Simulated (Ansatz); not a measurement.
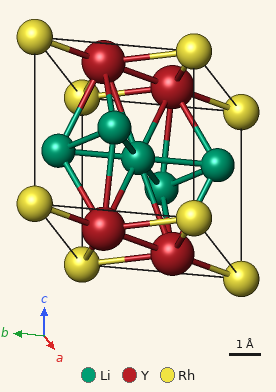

Starting structure of solid Li₃Y₂Rh (built on the ScCo3B2 type) (coarse preliminary run). Style: ball-and-stick. Shown: the cell of the calculation, from a free direction.

Case: ScCo3B2 type (P6/mmm, No. 191).

The calculation used DFT PBE, scalar-relativistic, plane waves, PAW in Ansatz 0.2.0.

Input
```yaml
crystal:
  lattice:
    - [5.299163447, 0.0, 0.0]
    - [-2.6495817235, 4.5892101639, 0.0]
    - [0.0, 0.0, 5.8644033921]
  atoms:
    - { symbol: Li, position: [0.5, 0.0, 0.5] }
    - { symbol: Li, position: [0.5, 0.5, 0.5] }
    - { symbol: Li, position: [0.0, 0.5, 0.5] }
    - { symbol: "Y", position: [0.3333333333, 0.6666666667, 0.0] }
    - { symbol: "Y", position: [0.6666666667, 0.3333333333, 0.0] }
    - { symbol: Rh, position: [0.0, 0.0, 0.0] }
basis:
  ecutwfc: 420
kpoints:
  mp_grid: { grid: [6, 6, 4] }
hamiltonian:
  xc: pbe
scf:
  occupations: { method: gaussian, width: 0.1 }
  lower_state_search: "off"
output:
  forces: true
  stress: true
  eigenvalues: true
relax:
  adjacent_minimum: "off"
  f_tol: 0.04
  max_steps: 70
  cell: { stress_tol: 0.4 }
```

Run as
```bash
ansatz run input.yaml --threads 1 --pin off --max-ram 2560MiB --backend cpu --events-out ev --progress --plain --runs-dir out
```

> Where does the relaxation end?

No atom moves by more than 0.005 Å relative to the cell. The volume changes by −1.4 %, with a = b 5.299 → 5.265 Å (−0.6 %), c 5.864 → 5.857 Å (−0.1 %). Near-neighbour distances that change, for instance: Y4–Y5 3.059 → 3.040 Å, Y4–Rh6 3.059 → 3.040 Å, Li1–Li2 2.650 → 2.632 Å, Li1–Y4 3.307 → 3.299 Å. The space group stays P6/mmm (No. 191). Over 1 accepted move (2 points after the start) the energy falls by 0.5 meV per atom. All forces vanish by symmetry, so only the cell relaxes. The pressure goes from −0.44 to 0.08 GPa. At 1 point the geometry stayed and the basis and grid were re-selected for the new cell (energy shift of less than 0.05 meV per atom at most each time).

Step by step:

| step | E − E(0), meV/atom | pressure, GPa | volume, Å³/atom | note |
| --- | --- | --- | --- | --- |
| 0 | 0.00 | -0.44 | 23.769 |  |
| 1 | -0.51 | 0.08 | 23.433 |  |
| 2 | -0.49 | 0.08 | 23.433 | same geometry, new basis |

The structure at the end:

```
Li Y Rh
1.0
     5.26490    0.00000    0.00000
    -2.63245    4.55954    0.00000
     0.00000    0.00000    5.85688
Li Y Rh
3 2 1
Cartesian
  2.6325 0.0000 2.9284
  1.3162 2.2798 2.9284
  -1.3162 2.2798 2.9284
  0.0000 3.0397 5.8569
  2.6325 1.5198 5.8569
  0.0000 0.0000 5.8569
```
